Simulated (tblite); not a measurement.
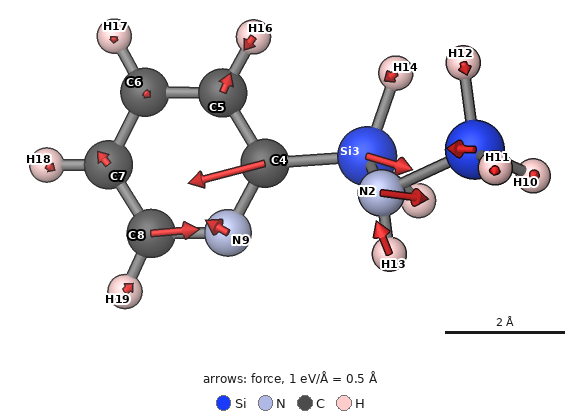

Starting geometry of C$_{5}$H$_{10}$N$_{2}$Si$_{2}$ with the computed forces as red arrows. A ball-and-stick model, seen at a tilt.

Method: GFN2-xTB geometry optimisation, gas phase (tblite). 

Is this structure relaxed? If not, where do the atoms go?

Answer. It isn't relaxed: the largest force vector, on a C atom, is 2.76 eV/Å. The final displacements have little in common with the starting forces (cosine between the two patterns 0.12). Over 187 geometry steps the energy falls by 83.5 kJ/mol. An H atom moves most after the best rigid fit: 2.26 Å. By element the largest moves are H 2.26 Å, Si 1.02 Å, N 0.85 Å, C 0.72 Å. Some distances before and after: N–Si 1.817 → 1.729 Å, N–Si 1.791 → 1.720 Å, C–Si 1.825 → 1.890 Å, C–N 1.363 → 1.320 Å. Bond angles that change, for instance: Si–N–Si 104.3° → 129.9°, N–Si–C 113.5° → 104.7°, Si–N–H 108.2° → 116.2°. Groups turn about C–Si by about 75°. The run took 1.8 s on 1 thread of Arm Neoverse V1, with other jobs on the host.
